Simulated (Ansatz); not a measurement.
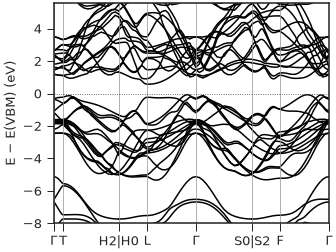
Figure. Band structure from r²SCAN+D4 in the plane-wave PAW code Ansatz

The gap is 0.58 eV; an edge lies off the plotted path or next to a special point (maximum off the standard path, minimum at L).

The material is SnGe$_{4}$Te$_{4}$Se in space group R3m (No. 160; Pearson symbol hR10).

The first step of the workflow began from a Materials Project structure, measured or hypothetical; the Crystallography Open Database copy checked does not list it. Whether it is the stable phase at ambient conditions was not checked. The cell was relaxed with r²SCAN+D4 under the symmetry of its start; whether a distortion lowers the energy is not shown. Spin–orbit coupling is left out wherever it is not named.

Potentials: the later of the program's two PAW sets.
